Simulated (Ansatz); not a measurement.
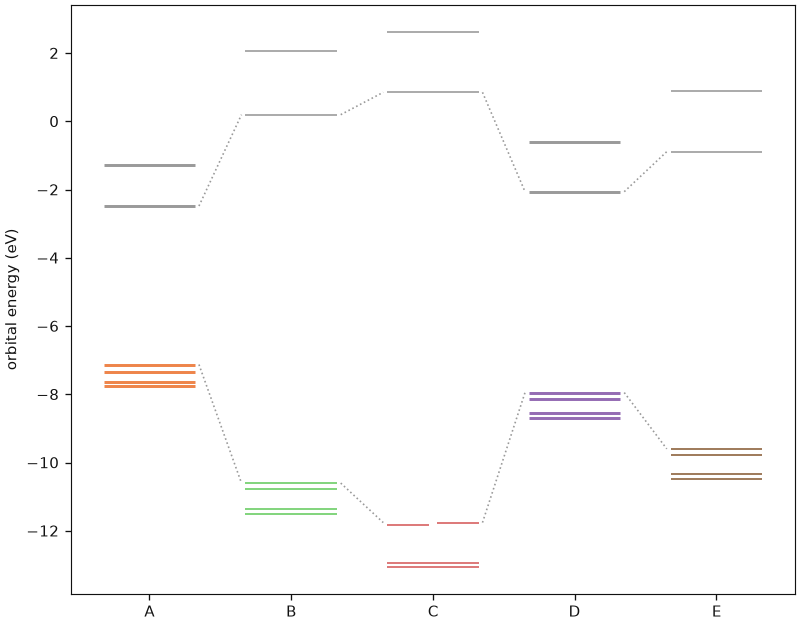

Frontier orbital energies of ScSiH₅O₃, SMILES [OH][Sc]([OH])[O][SiH3], singlet at one geometry, def2-TZVPP, the Ansatz code 0.2.0, at a PBE0-D4/def2-TZVP geometry (with a soft imaginary mode, 16i cm⁻¹). Empty levels are grey, levels within 0.1 eV stand side by side; all columns show the same few orbitals around the gap. Dotted lines join the HOMOs and the LUMOs.

### The columns come from B3LYP, B97M-V, CAM-B3LYP, HF and ωB97X-V. Which is which?

A: B97M-V (HOMO −7.13, LUMO −2.48, separation 4.65 eV)
B: ωB97X-V (HOMO −10.60, LUMO 0.20, separation 10.80 eV)
C: HF (HOMO −11.76, LUMO 0.85, separation 12.61 eV)
D: B3LYP (HOMO −7.95, LUMO −2.06, separation 5.89 eV)
E: CAM-B3LYP (HOMO −9.60, LUMO −0.89, separation 8.71 eV)

Caveats, for all or some of the runs: empty levels above zero depend strongly on the basis; one conformer of a flexible molecule.
